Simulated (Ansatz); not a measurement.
## GaN: Ga → Al

The parent structure is GaN in the wurtzite structure (space group P6_3mc, No. 186; a = 3.1833 Å, c = 5.1839 Å).

It is then changed as follows: every Ga is replaced by Al, then cell and atoms are relaxed.

Computed with r2SCAN (Ansatz, a first-principles code), no spin-orbit coupling, earlier PAW set. Γ-centred 12×12×7 mesh, Fermi–Dirac width 0.05 eV.

The volume per atom shrinks by 0.97 Å³, from 11.37 Å³ to 10.40 Å³ and the density shrinks by 2.84 g/cm³ to 3.27 g/cm³. The lattice parameter a decreases by 0.0767 Å, from 3.183 Å to 3.107 Å and the c/a ratio drops by 0.026 to 1.602. The shortest interatomic distance falls by 0.058 Å to 1.888 Å and the band gap rises by 2.52 eV to 4.87 eV. The gap character is still direct at Γ and the width of the top valence band decreases by 0.44 eV (2.85 eV → 2.41 eV). The valence-band top at Γ (three highest levels, from the VBM) becomes 0.00, -0.22, -0.22 eV (base: 0.00, 0.00, -0.04 eV).

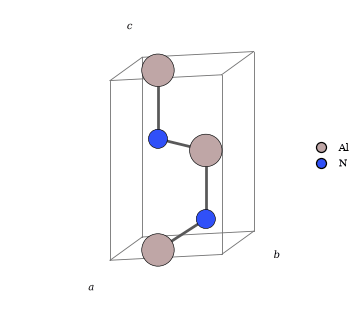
Fig. 1. The relaxed conventional cell after the change

Stability against distortions was not tested.
